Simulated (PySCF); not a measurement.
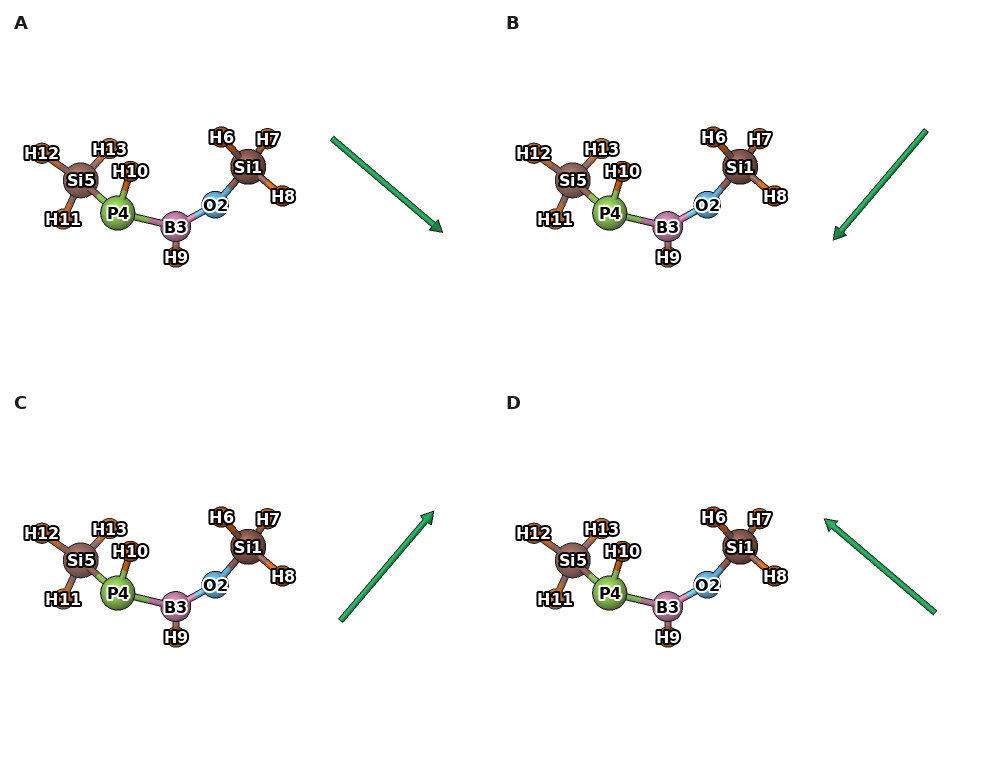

The same molecule four times, each with an arrow. Computed geometry: GFN2-xTB optimisation. No frequency run is at hand to confirm it as a minimum. Method: PBE0/def2-SVPD, gas phase (PySCF 2.14.0).

**Which arrow points along the dipole moment, from the negative to the positive end?**

C. The dipole moment is 1.62 D; it points from the side of H11 to the side of H7 (the outermost atoms at the two ends).

The geometry is semi-empirical. Around B, P, Si such bond lengths and angles can be off by a tenth of an ångström or more and by several degrees, and values that hang on the shape move with them.
